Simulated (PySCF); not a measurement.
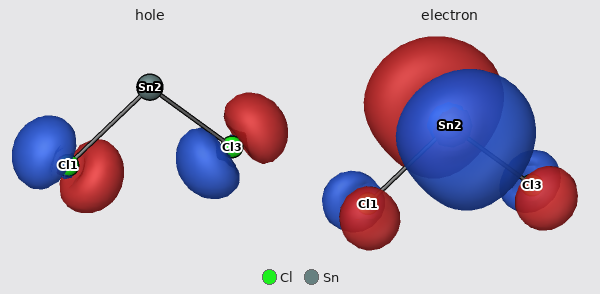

*Cl$_{2}$Sn, SMILES `Cl[Sn]Cl`. Leading natural transition orbital pair of T₂ (TDA triplet states); the surfaces enclose about 70 % of each orbital's density.*

Method: CAM-B3LYP/def2-SVPD; geometry: GFN2-xTB; program: PySCF. Core potentials replace the inner electrons of Sn; spin–orbit coupling isn't included. No frequency check shows the geometry to be a minimum. GFN2-xTB bond lengths at metals and heavier atoms can be off by up to 0.1 Å and shapes distorted, which carries into these values.

> Give its energy and the atoms that hole and electron lie on.

4.40 eV (282 nm), spin-forbidden from the singlet ground state; the leading pair carries 99 %; hole on Cl1 and Cl3 (48 % each), electron on Sn2 (81 %) and Cl1 and Cl3 (10 % each); their centroids lie 1.3 Å apart. In canonical orbitals it is mainly HOMO−1 → LUMO (99 %). The HOMO–LUMO gap is 7.04 eV.

Cost of the run: 73 s on 1 thread of Arm Neoverse V1, on a shared host, peak memory 0.45 GiB.
